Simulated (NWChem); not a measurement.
**HF/6-31G(d) (spherical functions) run of CH7BSi2 (SMILES CB1[SiH2][SiH2]1)**

What is the energy change on altering one bond length of CH7BSi2 at HF/6-31G* (spherical functions)? 

The results are computed with NWChem 7.3.0.

2 further runs of the same task are left out: 2 set aside as unsound or not needed. Runs told in other sessions of the task aren't counted.

### Step 1. Starting point

CH7BSi2: 11 atoms, total charge 0, spin state singlet. As SMILES, `CB1[SiH2][SiH2]1`. Geometry: relaxed at PBE0-D4/def2-TZVP.

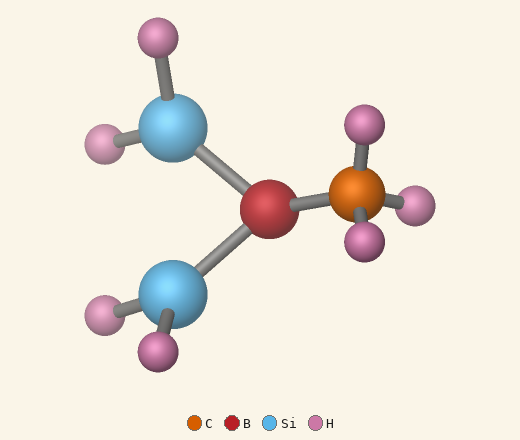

The structure, seen from a chosen angle (carbon orange, boron red, silicon blue, hydrogen pink).

### Step 2. Energy and forces at HF/6-31G(d) (spherical functions)

Input file struct.xyz:

```xyz
11
CH7BSi2 gradient
C     -0.263900     1.793500     0.099500
B     -0.450600     0.243000    -0.016600
Si     0.018800    -1.148600     1.199400
Si     0.210300    -0.982900    -1.318800
H      0.165600     2.121800     1.048800
H     -1.271300     2.229100     0.051100
H      0.301000     2.238000    -0.723000
H     -0.479200    -2.541300     1.107000
H      0.876900    -0.975400     2.403900
H      1.239000    -0.662800    -2.346600
H     -0.281200    -2.371200    -1.484200
```

Input file struct.nw:

```
start struct
title "CH7BSi2 gradient"
memory stack 880 mb heap 220 mb global 1100 mb

geometry units angstroms noautosym nocenter noautoz
  load struct.xyz
end

basis "ao basis" spherical bse
  * library 6-31G*
end

scf
  thresh 1e-08
  maxiter 80
end

task scf gradient
```

The run is started by

```
$ nwchem struct.nw > struct.out
```

The program printed:

```text
[...]
  functions       =    78
[...]
  wavefunction    = RHF
[...]
         Total SCF energy =   -644.361505699195
      One-electron energy =  -1251.442771645049
      Two-electron energy =    425.604824372809
 Nuclear repulsion energy =    181.476441573045
        Time for solution =     11.0s
[...]
                         RHF ENERGY GRADIENTS
    atom               coordinates                        gradient
                 x          y          z           x          y          z
   1 C      -0.498699   3.389224   0.188028    0.001487  -0.013475  -0.000817
   2 B      -0.851511   0.459203  -0.031369    0.004843   0.003876   0.000583
   3 Si      0.035527  -2.170539   2.266537   -0.004952   0.008629  -0.008501
   4 Si      0.397409  -1.857412  -2.492171   -0.006329   0.007552   0.008687
   5 H       0.312939   4.009621   1.981945    0.001169   0.000991   0.004549
   6 H      -2.402409   4.212388   0.096565   -0.004612   0.001142  -0.000275
   7 H       0.568808   4.229207  -1.366272    0.001802   0.001519  -0.004101
   8 H      -0.905557  -4.802361   2.091927   -0.000185  -0.005327  -0.001958
   9 H       1.657101  -1.843239   4.542712    0.003302   0.000080   0.004052
  10 H       2.341370  -1.252510  -4.434431    0.003886   0.000576  -0.003432
  11 H      -0.531391  -4.480918  -2.804731   -0.000410  -0.005564   0.001213
[...]
```

Run time: 14 s. Hardware: 1 thread of AMD EPYC 9R45 (Zen 5), shared host; peak memory 0.1 GiB.

### Step 3. The distorted shape: the energy at HF/6-31G(d) (spherical functions)

Input file ch7bsi2.nw:

```
start ch7bsi2
title "CH7BSi2"
memory 2200 mb
geometry units angstroms noautosym nocenter noautoz
  C     -0.950368     1.654942    -0.864084
  B     -1.137068     0.104442    -0.980184
  Si    -0.667668    -1.287158     0.235816
  Si    -0.476168    -1.121458    -2.282384
  H     -0.520868     1.983242     0.085216
  H     -1.957768     2.090542    -0.912484
  H     -0.385468     2.099442    -1.686584
  H     -1.165668    -2.679858     0.143416
  H      0.876900    -0.975400     2.403900
  H      0.552532    -0.801358    -3.310184
  H     -0.967668    -2.509758    -2.447784
end
basis "ao basis" spherical bse
  C library 6-31G*
  B library 6-31G*
  Si library 6-31G*
  H library 6-31G*
end
scf
  thresh 1e-08
  maxiter 80
  noprint "final vectors analysis"
end
task scf
```

The run is started by

```
$ nwchem ch7bsi2.nw > ch7bsi2.out
```

The program printed:

```text
[...]
  functions       =    78
[...]
  wavefunction    = RHF
[...]
         Total SCF energy =   -644.224937128609
      One-electron energy =  -1244.065361483221
      Two-electron energy =    421.555945396555
 Nuclear repulsion energy =    178.284478958057
        Time for solution =     13.2s
[...]
```

It took 14 s on 1 thread of AMD EPYC 9R45 (Zen 5), shared host; peak memory 0.099 GiB.

### Step 4. Results

Level: HF/6-31G* (spherical functions).

| quantity | value |
| --- | --- |
| first shape: total energy | -644.36151 Eh |
| first shape: dipole moment | 0.26 D |
| first shape: HOMO energy | -8.02 eV |
| first shape: LUMO energy | 1.97 eV |
| first shape: HOMO–LUMO gap | 9.99 eV |
| first shape: largest force on an atom | 0.698 eV/Å |
| distorted shape: total energy | -644.22494 Eh |
| distorted shape: dipole moment | 2.87 D |
| energy change with the Si3–H9 bond stretched from 1.489 to 2.680 Å | 3.716 eV |

One bond (distorted shape) is far stretched, which a spin-restricted single reference describes badly; a broken-symmetry solution may lie lower. With the Si3–H9 bond stretched from 1.489 to 2.680 Å the energy rises by 3.72 eV (86 kcal/mol). The first shape isn't relaxed at this level, so the change isn't measured from a minimum. A restricted reference can't describe the breaking bond well at this length. The largest force (first shape) is 0.70 eV/Å: the shape isn't a stationary point for this species at this level.
